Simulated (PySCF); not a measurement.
# [MnN2]-: structure of the singlet

The task is one start of a wider search on [MnN2]-: the singlet, from a side-on start. It is relaxed, tested by its Hessian and followed downhill if it is a saddle.

Computed with PySCF 2.14.0. Level: PBE0, basis Mn def2-TZVPD, N def2-TZVPD, no relativity, density fitting.

## 1. The starting structure

3 atoms, charge -1, spin multiplicity 1.

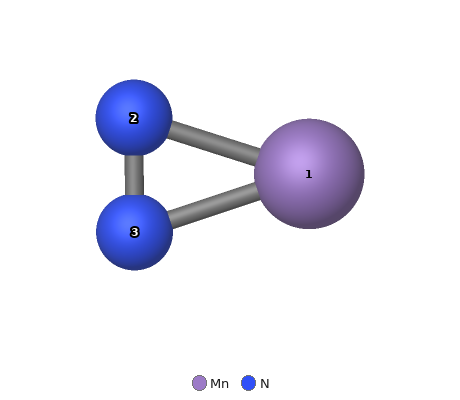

The starting geometry (manganese light purple, nitrogen blue); atoms are numbered from 1 in the order of the file.

```xyz
3
charge -1 multiplicity 1
Mn    0.0000    0.0000   -0.6222
N     0.6000    0.0000    1.2206
N    -0.6000    0.0000    1.2206
```

## 2. Relaxing the singlet from the side-on start

One driver script runs all steps and calls PySCF; scf.py shows how it sets up the SCF of each step. The optimiser is the driver's own. Before each start the driver seeks the lowest SCF state from one or more starting densities and follows internal instabilities, so scf.py alone need not reach the same state.

The program finds C2v symmetry in the start, which this walk keeps. Threshold on the gradient: 0.0003 Eh/bohr, with a further test on the energy change.

File scf.py:

```python
from pyscf import gto, scf, dft
mol = gto.M(atom='''
Mn     0.000000     0.000000    -0.622216
N      0.600000    -0.000000     1.220566
N     -0.600000     0.000000     1.220566''',
    basis={'Mn': 'def2-TZVPD', 'N': 'def2-TZVPD'},
    charge=-1, spin=0)
mf = dft.RKS(mol, xc='PBE0')
mf.grids.atom_grid = (50, 194)
aux = {'Mn': 'def2-universal-JKFIT', 'N': 'def2-universal-JKFIT'}
mf = mf.density_fit(auxbasis=aux)
mf.kernel()
```

The optimiser's trace:

```csv
step,energy (Eh),change (kJ/mol),largest symmetric gradient (Eh/bohr)
0,-1260.067056,0.00,0.06092
1,-1260.068710,-4.34,0.04178
2,-1260.069563,-6.58,0.00529
3,-1260.069615,-6.72,0.00340
4,-1260.069652,-6.82,0.00143
5,-1260.069654,-6.82,0.00040
6,-1260.069654,-6.82,0.00002
```

The walk took 7.2 s on 4 threads, shared host.

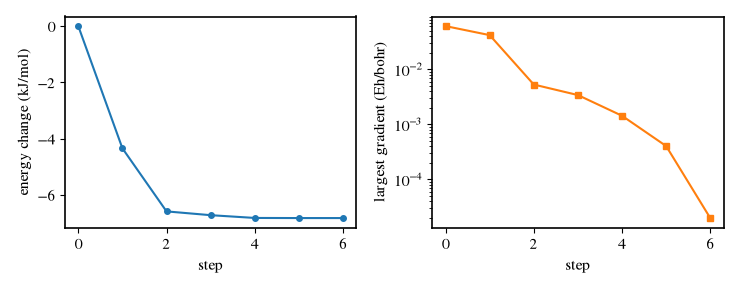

How energy and gradient fall.

End point (C2v, 6 steps, 6.8 kJ/mol gained): Mn–N 1.902 Å (×2), N–N 1.166 Å; Mn–N–N 72.2° (×2), N–Mn–N 35.7°.

## 3. Hessian and properties

On the finer grid the gradient is checked again; gradients at displacements of ±0.01 bohr then give force constants and infrared intensities.

scf.py, as its differences from that of step 2:

```diff
@@ -3,3 +3,3 @@
-Mn     0.000000     0.000000    -0.622216
-N      0.600000    -0.000000     1.220566
-N     -0.600000     0.000000     1.220566''',
+Mn     0.000000    -0.000000    -0.611222
+N      0.582760    -0.000000     1.198998
+N     -0.582760     0.000000     1.198998''',
@@ -9 +9 @@
-mf.grids.atom_grid = (50, 194)
+mf.grids.atom_grid = (75, 302)
```

The driver hands on the density of the step before, so the log starts near convergence.

Log of the central SCF (cycles and frontier levels):

```text
init E= -1260.06970959442
  HOMO = 0.0288686634688347  LUMO = 0.124051385249856  gap/eV = 2.59005
cycle= 1 E= -1260.0697095944  delta_E= 1.96e-11  |g|= 1.26e-05  |ddm|= 1.76e-05
  HOMO = 0.0288699795572924  LUMO = 0.124053839015343  gap/eV = 2.59008
cycle= 2 E= -1260.06970959372  delta_E= 6.79e-10  |g|= 6.74e-05  |ddm|= 4.78e-05
  HOMO = 0.0288686429624789  LUMO = 0.124051206525144  gap/eV = 2.59005
cycle= 3 E= -1260.06970959442  delta_E= -7.01e-10  |g|= 6.7e-06  |ddm|= 4.15e-05
  HOMO = 0.028868760897538  LUMO = 0.124051490302023  gap/eV = 2.59005
cycle= 4 E= -1260.06970959443  delta_E= -8.19e-12  |g|= 8.09e-07  |ddm|= 9.2e-06
  HOMO = 0.0288688184760488  LUMO = 0.124051591796766  gap/eV = 2.59006
Extra cycle  E= -1260.06970959444  delta_E= -3.18e-12  |g|= 2.61e-06  |ddm|= 3.16e-06
converged SCF energy = -1260.06970959444
```

The whole step took 14 s.

Geometry: C2v; Mn–N 1.902 Å (×2), N–N 1.166 Å; Mn–N–N 72.2° (×2), N–Mn–N 35.7°.

Modes, for the most abundant isotopes:

| symmetry | ω (cm⁻¹) | IR (km/mol) |
| --- | --- | --- |
| a1 | 461 | 48.2 |
| b2 | 475 | 9.3 |
| a1 | 1886 | 534 |

All wavenumbers are real: a minimum.

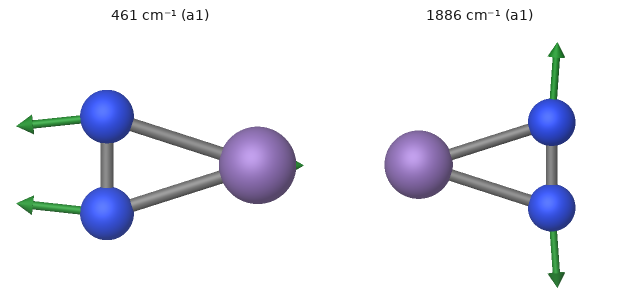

Displacements of 2 of the modes, as arrows (one member where a mode is degenerate).

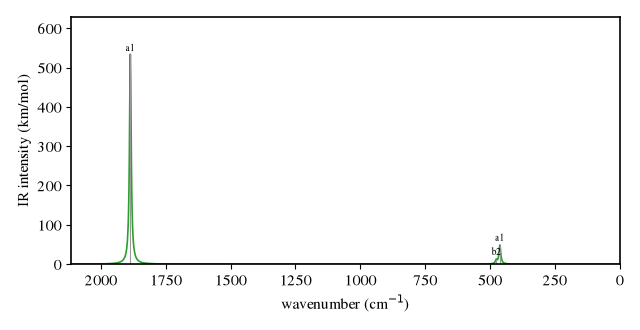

The harmonic infrared spectrum (widths in cm⁻¹). Lines are broadened to a width of 8 cm⁻¹ (Lorentzian).

Constants and moments:

```yaml
Dipole_moment_about_the_centre_of_mass: 2.77 D
Highest_occupied_level: 0.79 eV
Lowest_empty_level: 3.38 eV
Rotational_constants: 1.772, 0.2773, 0.2398 cm⁻¹
Zero-point_energy: 16.9 kJ/mol
Principal_polarisabilities: 159.8, 165.0, 168.2 bohr³
Principal_traceless_quadrupole_moments_about_the_centre_of_mass: -7.64, 2.88, 4.76 D Å
Entropy_at_298.15_K_and_1_bar: 257.1 J/(mol K)
Heat_capacity_Cp_at_298.15_K: 44.4 J/(mol K)
Enthalpy_at_298.15_K_above_0_K: 11.22 kJ/mol
Rotational_symmetry_number: 2
```

Populations by atom (charges in e):

```csv
atom,Mulliken,Löwdin,polar tensor,Mayer order to Mn1
Mn1,-0.57,-0.44,-1.03,–
"N2,3",-0.21,-0.28,0.02,0.80
```

Mulliken populations on Mn1: s 7.54, p 12.33, d 5.70, f 0.00.

## 4. Would spin polarisation lower it?

At the lowest minimum the closed shell is tested against spin polarisation, on the (50, 194) grid. It is unstable: an open-shell solution lies lower. That solution was not followed to a minimum here.

## 5. Results

```
                            quantity                                                            value
                             minimum  singlet, C2v (closed shell, unstable towards spin polarisation)
                            geometry  Mn–N 1.902 Å (×2), N–N 1.166 Å; Mn–N–N 72.2° (×2), N–Mn–N 35.7°
                  wavenumbers (cm⁻¹)                                    461 (a1), 475 (b2), 1886 (a1)
      dipole moment (centre of mass)                                                           2.77 D
highest occupied, lowest empty level                                                    0.79, 3.38 eV
          polar-tensor charge of Mn1                                                          -1.03 e
                   zero-point energy                                                      16.9 kJ/mol
```

What this shows: The molecule stays C2v, as typed, and the end point is a minimum. The strongest infrared band lies at 1886 cm⁻¹ (a1). Other starts or spin states, not run here, may lie lower. The highest occupied level lies above zero: either self-interaction error lifts it or the extra electron is not bound, and the basis holds it in place. The closed shell proved unstable towards spin polarisation, so a lower open-shell solution exists.

The search up to here took 36 s.
